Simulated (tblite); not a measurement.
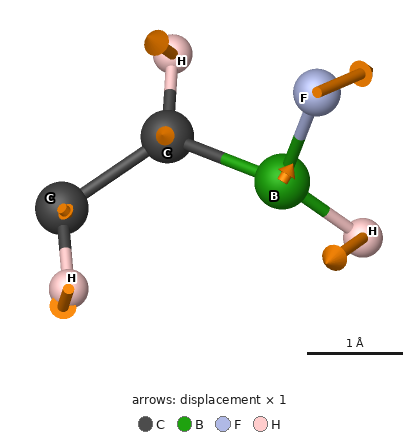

This is a relaxation of C$_{2}$H$_{3}$BF (multiplicity 2). The starting structure is drawn; orange arrows show the displacements, at their true length. The two geometries are superimposed by the best rigid fit.

Style: ball-and-stick. Shown at a tilt.

Computed with GFN2-xTB geometry optimisation, gas phase (tblite). 

**What happened in the run?**

The energy falls by 0.960 eV in 65 geometry steps. The F atom moves most after the best rigid fit: 1.11 Å. By element the largest moves are F 1.11 Å, H 1.02 Å, B 0.22 Å, C 0.21 Å. Some distances before and after: B–F 1.465 → 1.315 Å, C–C 1.346 → 1.302 Å, C–H 1.086 → 1.069 Å. Bond angles that change, for instance: C–C–H 115.1° → 135.4°, C–C–B 115.7° → 126.1°, B–C–H 122.3° → 115.0°.
